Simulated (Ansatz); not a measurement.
Start from MgTe in the wurtzite structure (space group P6_3mc, No. 186; a = 4.5609 Å, c = 7.4128 Å).

Perturbation: every lattice vector is stretched by 4.06 %; the atoms relax in the strained cell.

All numbers come from PBEsol, PAW, 420 eV (Ansatz, a first-principles code; without spin-orbit coupling), earlier PAW set.

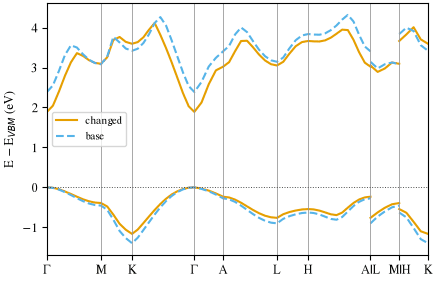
Highest valence and lowest conduction band along the path, each from its own valence-band maximum

Question: From the figure, how large is the changed gap, and is it direct?

Answer: About 1.9 eV, direct at Γ.

Spin-orbit coupling, missing from the scalar runs, can matter with Te. Whether these cells are dynamically stable was not tested.
